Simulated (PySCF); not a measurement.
# SrO (charge −1, doublet): what the fields show

```xyz
2

Sr    0.0000    0.0000   -0.3131
O     0.0000    0.0000    1.7209
```

Core potentials replace the inner electrons of Sr.

The calculation used PBE0/def2-SVPD, non-relativistic Hamiltonian with scalar-relativistic core potentials where named, at a bond length of 2.034 Å (PySCF 2.14.0).

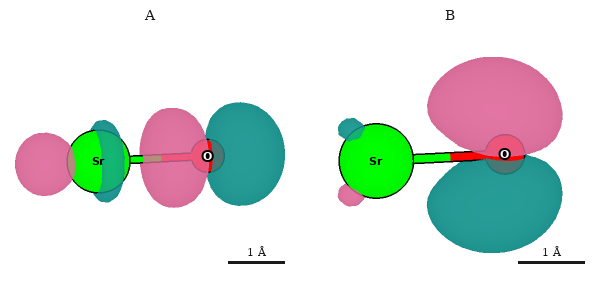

Figure 1. Two frontier β-spin orbitals, each drawn at the value that holds 80 % of its norm (teal and pink are the two phases), in no order; of a degenerate pair one member is drawn.

> Name the orbitals and rank them from lowest to highest energy.

Orbital B: π, occupied in this spin, −0.49 eV; mainly on O (80 %).
Orbital A: σ, occupied in this spin, −0.27 eV; mainly on O (80 %).

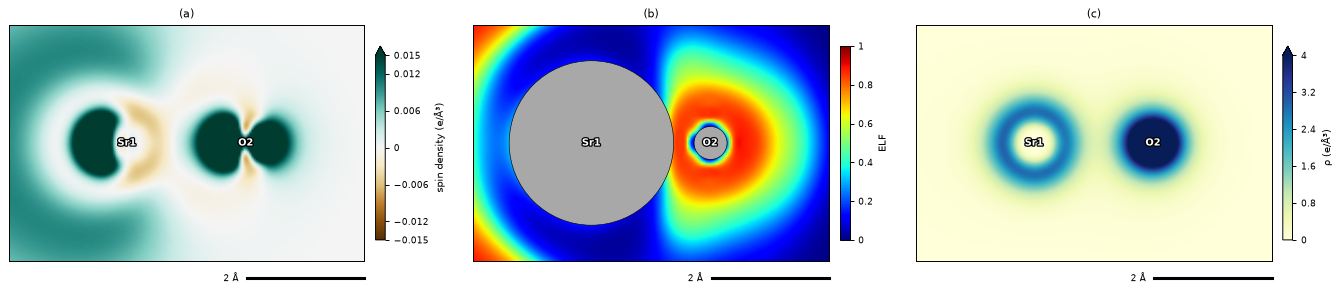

Figure 2. (a) spin density (α minus β); (b) ELF; (c) electron density on a plane that holds the molecular axis. Grey discs cover the atomic cores in the ELF map.

> What do the fields say about this system?

The plane passes through Sr and O nuclei. Sr–O (2.03 Å): the density is about 0.73 e/Å³ at the midpoint; the ELF peaks at about 0.85 in the valence shell of O, 0.6 Å from its nucleus, and drops to about 0.20 between the two atoms: a largely ionic contact. The unpaired spin (1 electron) lies mostly on Sr1 (about 1.0), in electrons by Hirshfeld's partition.

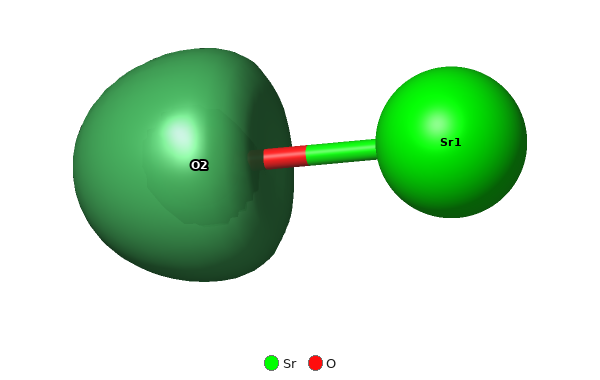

Figure 3. Isosurface of the electron localisation function at 0.75 (green), seen from one side. Only the valence region is drawn (cores and ρ < 0.01 e/Å³ removed).

> Where are the electrons localised?

The surface consists of one region wrapped around O (its valence shell).
